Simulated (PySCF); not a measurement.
# C$_{5}$H$_{10}$GeO: what the fields show

```yaml
atoms:
  - { symbol: C, position_ang: [2.6306, -0.4261, 0.2472] }
  - { symbol: O, position_ang: [1.6614, -0.0249, -0.6733] }
  - { symbol: C, position_ang: [0.3762, -0.5063, -0.3442] }
  - { symbol: C, position_ang: [-0.5834, -0.1745, -1.4482] }
  - { symbol: C, position_ang: [-1.7626, 0.3601, -1.1771] }
  - { symbol: C, position_ang: [-2.1699, 0.6452, 0.2376] }
  - { symbol: Ge, position_ang: [-0.4929, 0.3627, 1.2585] }
  - { symbol: H, position_ang: [2.7288, -1.5194, 0.2740] }
  - { symbol: H, position_ang: [2.3758, -0.0769, 1.2615] }
  - { symbol: H, position_ang: [3.5732, 0.0183, -0.0662] }
  - { symbol: H, position_ang: [0.4218, -1.6032, -0.2241] }
  - { symbol: H, position_ang: [-0.2561, -0.3808, -2.4557] }
  - { symbol: H, position_ang: [-2.4665, 0.5977, -1.9629] }
  - { symbol: H, position_ang: [-2.9471, -0.0554, 0.5499] }
  - { symbol: H, position_ang: [-2.5960, 1.6458, 0.3197] }
  - { symbol: H, position_ang: [0.1594, 1.6455, 1.7014] }
  - { symbol: H, position_ang: [-0.6598, -0.4959, 2.4919] }
```

Geometry: GFN2-xTB.

These are results of PySCF 2.14.0, CAM-B3LYP/def2-SVPD, SCF density, gas phase, not measurements.

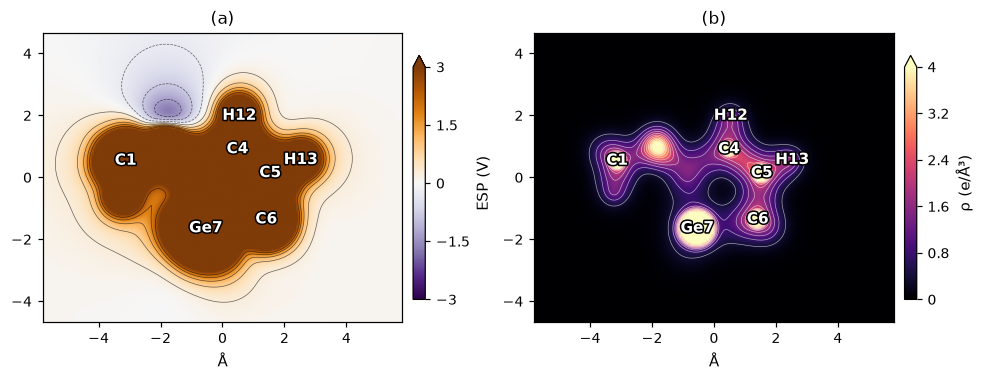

Figure 1. (a) electrostatic potential; (b) total electron density on the plane of atoms C5, C6 and Ge7.

Question: What does the map show?

Answer: The plane passes through C, Ge and H nuclei.
C–C (1.32 Å): the density is about 2.4 e/Å³ at the midpoint.
C–Ge (1.98 Å): ρ at the midpoint is about 0.85 e/Å³.
C–H (1.08 Å): ρ at the midpoint is about 2 e/Å³.
C–C (1.50 Å): the density is about 1.7 e/Å³ at the midpoint.
Outside the dense part of the molecule the potential is most negative (−1.7 V) near O2, which lies off the plane.

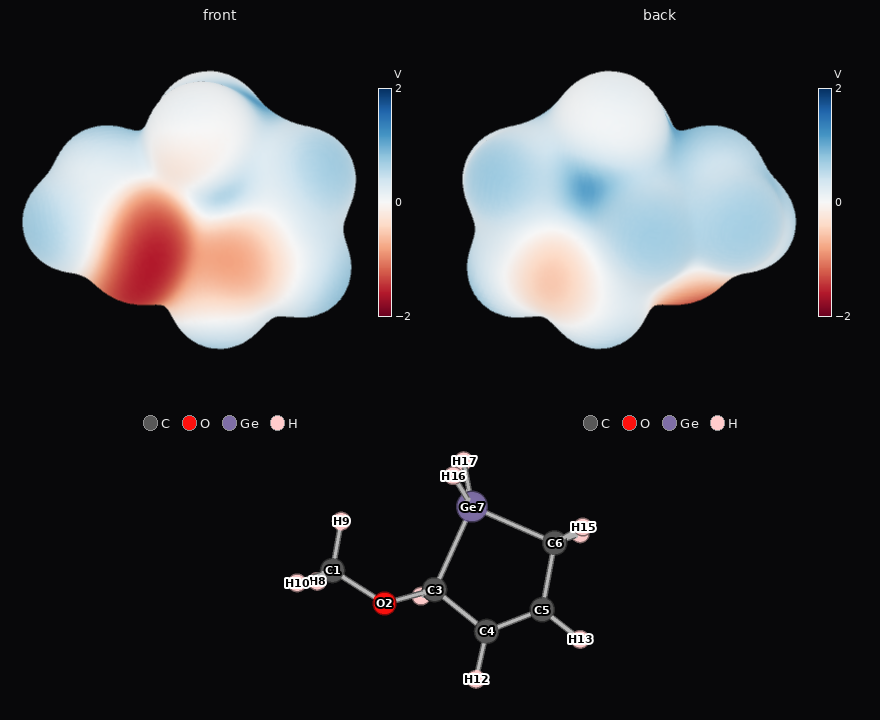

Figure 2. The electrostatic potential painted on the density surface at 0.002 e/bohr³, seen from the front and from behind; red is negative and blue positive. The bare structure is drawn below in the same view.

Question: Where is the surface potential most negative and most positive?

Answer: The most negative region (about −1.6 V, or −37 kcal/mol for a unit charge) lies over O2, the most positive (about +1.0 V, or +23 kcal/mol for a unit charge) over Ge7. O2 is the likeliest acceptor of a hydrogen bond.

Question: How polar is the molecule by this calculation?

Answer: Its dipole moment is 1.13 D.
